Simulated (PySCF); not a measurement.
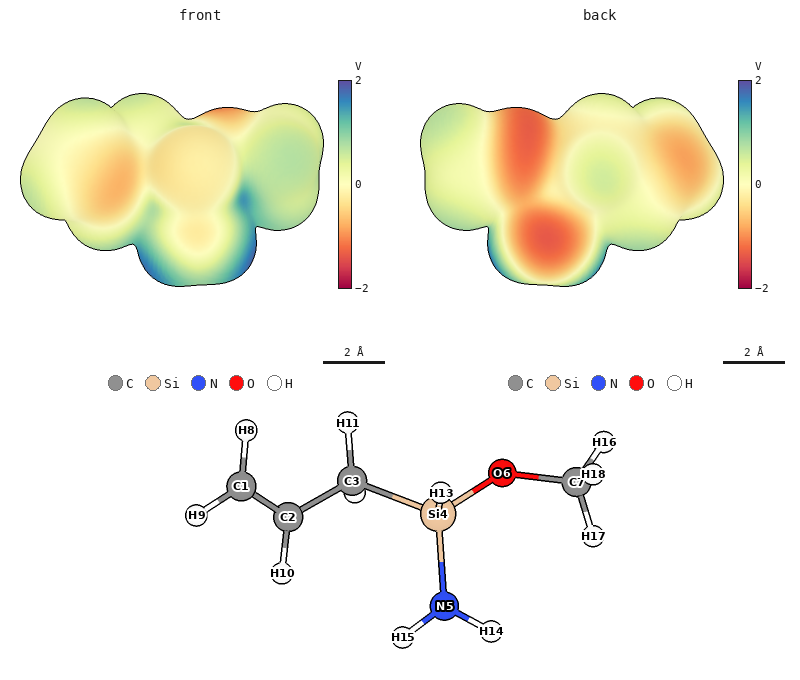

*C$_{4}$H$_{11}$NOSi. The electrostatic potential painted on the density surface at 0.002 e/bohr³, seen from the front and from behind; red is negative and blue positive. The bare structure is drawn below in the same view.*

Geometry: GFN2-xTB.

Level of theory: PySCF 2.14.0, PBE0/def2-SVPD, SCF density, gas phase.

```xyz
18

C    -3.1796    0.3999    0.7625
C    -2.1996    0.5136   -0.1160
C    -0.8563    1.0692    0.1725
Si    0.4362   -0.3172    0.2416
N     0.4484   -1.1251   -1.2863
O     1.8423    0.4599    0.4724
C     3.1225   -0.0887    0.5059
H    -3.0666    0.7406    1.7787
H    -4.1338   -0.0294    0.5075
H    -2.3448    0.1630   -1.1301
H    -0.8699    1.6022    1.1212
H    -0.5773    1.7780   -0.6066
H     0.1852   -1.2277    1.3737
H     1.1971   -1.7654   -1.4989
H    -0.4177   -1.4846   -1.6513
H     3.8217    0.6993    0.7883
H     3.4008   -0.4801   -0.4757
H     3.1827   -0.9012    1.2346
```

### Which sites attract a positive test charge, and which a negative one?

A positive charge is drawn to the negative regions and a negative charge to the positive ones. The most negative region (about −1.3 V, or −30 kcal/mol for a unit charge) lies over N5 and O6, the most positive (about +1.7 V, or +39 kcal/mol for a unit charge) over H14 and H15.

### How polar is the molecule by this calculation?

Its dipole moment is 1.75 D.
